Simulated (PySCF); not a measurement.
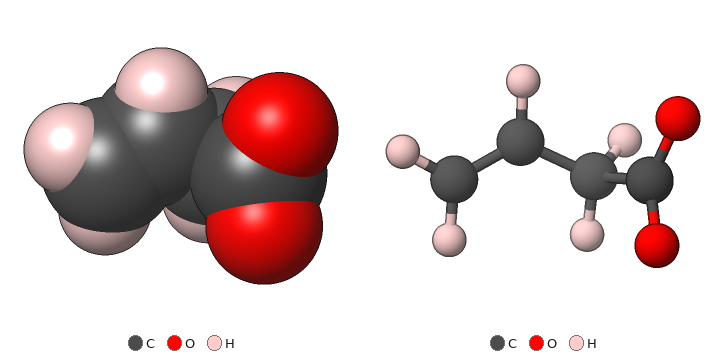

Two views of one molecule.

Charge −1, singlet. The computed structure is the end point of a GFN2-xTB optimisation. No frequency run is at hand to confirm it as a minimum.

What is the molecular formula?

Answer. C4H5O2(-), 11 atoms: 4 carbon, 5 hydrogen and 2 oxygen.

Count the bonded pairs by element.

Answer. 5 C–H, 3 C–C, 2 C–O.

Name functional groups in it.

Answer. Among them: alkene.

What is the point group of this geometry?

Answer. C1.

More results for the same structure follow; atom numbers are the same in all pictures, views and colours differ.

## Charges

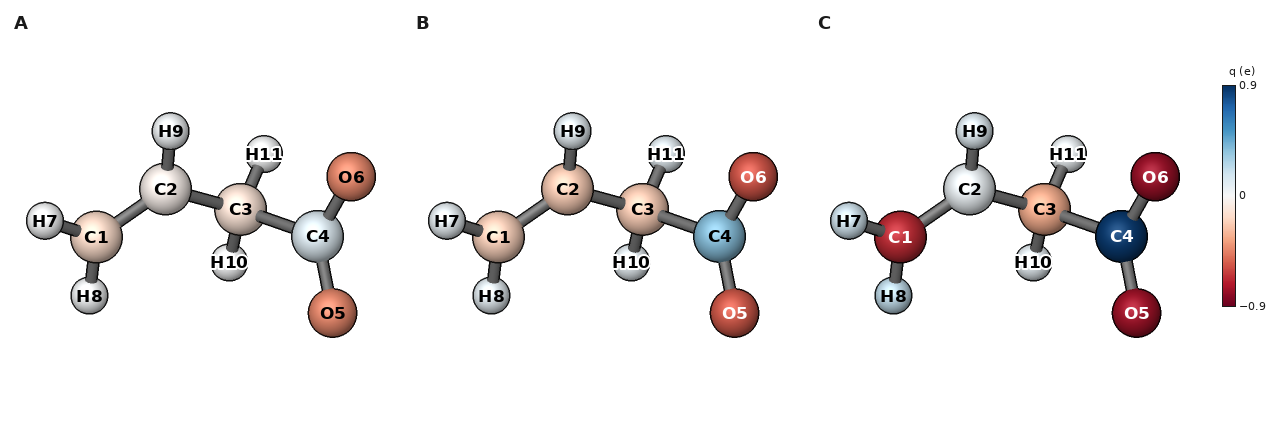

Atomic charges of one calculation by 3 schemes, on one colour scale. No frequency run is at hand to confirm it as a minimum. Method: PBE0/pcSseg-1 (PySCF 2.14.0).

The schemes are ESP-fitted, Hirshfeld, Mulliken. Which panel shows which?

Answer. A Hirshfeld, B Mulliken, C ESP-fitted.

List the charges (e), one line for each set of equivalent atoms.

| atom | Hirshfeld | Mulliken | ESP-fitted |
| --- | --- | --- | --- |
| C1 | −0.17 | −0.21 | −0.67 |
| C2 | −0.05 | −0.22 | 0.05 |
| C3 | −0.12 | −0.22 | −0.33 |
| C4 | 0.12 | 0.38 | 0.87 |
| O5 | −0.43 | −0.55 | −0.76 |
| O6 | −0.44 | −0.57 | −0.77 |
| H7 | 0.01 | 0.07 | 0.17 |
| H8 | 0.02 | 0.08 | 0.22 |
| H9 | 0.03 | 0.08 | 0.11 |
| H10 | 0.01 | 0.07 | 0.07 |
| H11 | 0.01 | 0.09 | 0.05 |

## Electronic properties

No frequency run is at hand to confirm it as a minimum. Method: PBE0/def2-SVPD, gas phase (PySCF 2.14.0).

Estimate the mean static polarisability.

Answer. 68.6 bohr³.

Estimate the HOMO energy (Kohn–Sham orbital).

Answer. −1.49 eV.

## NMR shielding

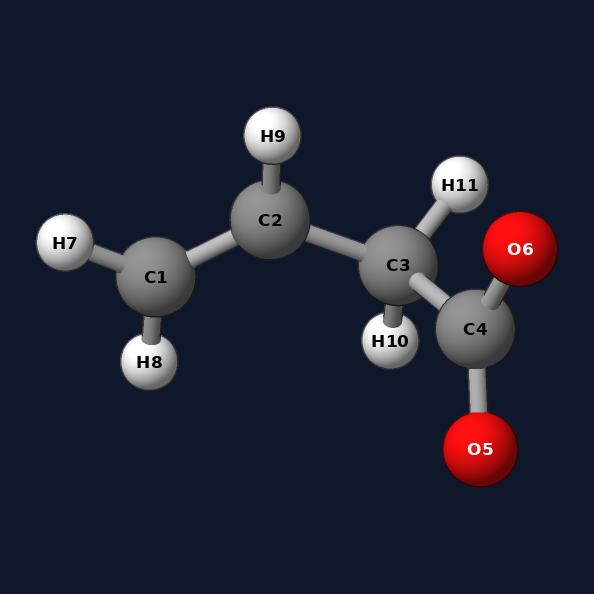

The questions are on isotropic NMR shieldings of the C atoms. No frequency run is at hand to confirm it as a minimum. Method: GIAO PBE0/pcSseg-1 NMR shielding, non-relativistic, gas phase (PySCF 2.14.0).

Which C atom is the most shielded (lowest chemical shift)?

Answer. C3 (126.4 ppm).

Which C atom is the least shielded (highest chemical shift)?

Answer. C4 (21.6 ppm).

How wide is the range of C shifts?

Answer. 104.8 ppm.

List the isotropic NMR shieldings of the C atoms.

| atom | σ (ppm) |
| --- | --- |
| C1 | 85.1 |
| C2 | 31.8 |
| C3 | 126.4 |
| C4 | 21.6 |

Mulliken values depend strongly on the basis set and can even reverse the polarity of a bond.
